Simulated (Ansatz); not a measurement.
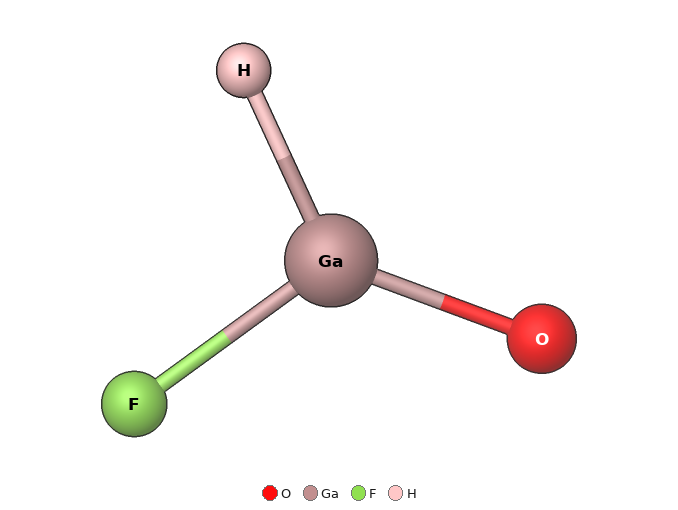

All atoms lie in one plane, which faces the viewer. The species has charge −1 and is a spin singlet. The computed structure is the end point of a PBE0-D4/def2-TZVPD optimisation. No frequency run is at hand to confirm it as a minimum.

> List the symmetry elements and name the point group.

It has 1 mirror plane, so the point group is Cs. The group has 2 operations. The geometry is achiral, and symmetry allows a dipole moment.
